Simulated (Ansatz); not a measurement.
**How methods differ on BH2Br− (SMILES [BH2-]Br)**

The species is BH2Br− (4 atoms), meant as a doublet with charge -1. SMILES: `[BH2-]Br`. The coordinates come from a GFN2-xTB relaxation.

Quantity: the vertical energy of the quartet above the doublet, in eV. The values are calculated.

```csv
level,kind,program,value (eV),less FCI/STO-3G
U-r2SCAN/STO-3G,meta-GGA,Ansatz,10.30,-0.80
UB3LYP/STO-3G,global hybrid,Ansatz,10.48,-0.62
U-wB97M-V/STO-3G,range-separated hybrid,Ansatz,10.90,-0.20
UCAM-B3LYP/STO-3G,range-separated hybrid,Ansatz,10.67,-0.43
RPA@PBE/STO-3G,RPA,Ansatz,10.56,-0.54
UMP2/STO-3G,perturbation theory,Ansatz,11.09,-0.01
UCCSD(T)/STO-3G,coupled cluster or CI,Ansatz,11.10,0.00
UCCSDT(Q)/STO-3G,coupled cluster or CI,Ansatz,11.10,0.00
FCI/STO-3G,exact in the basis,Ansatz,11.10,0.00
```

FCI/STO-3G is exact within its basis and frozen core, so for wave-function methods in that basis the difference is their error; functionals converge differently with the basis, so for them it is only a difference. All-electron rows without a relativistic Hamiltonian named are non-relativistic. Spin-orbit coupling, which can split open shells on such heavy atoms by tenths of an eV, is left out. Sets without diffuse functions describe the anion poorly. The values span 10.30 to 11.10 eV. All rows use very small basis sets, so none should be taken for the real molecule's value. In the correlated wave-function rows the outer d shell of Br is correlated, in sets not made for it.

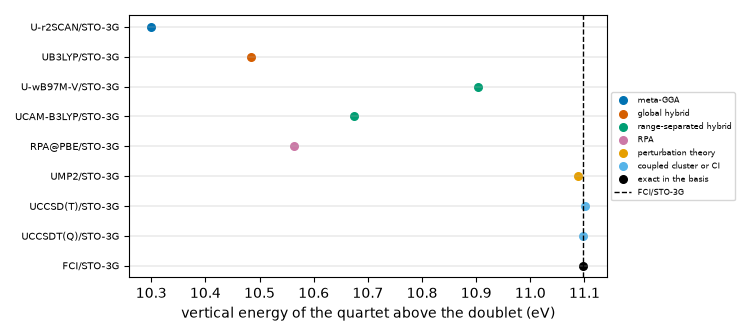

The values of the table, level by level.
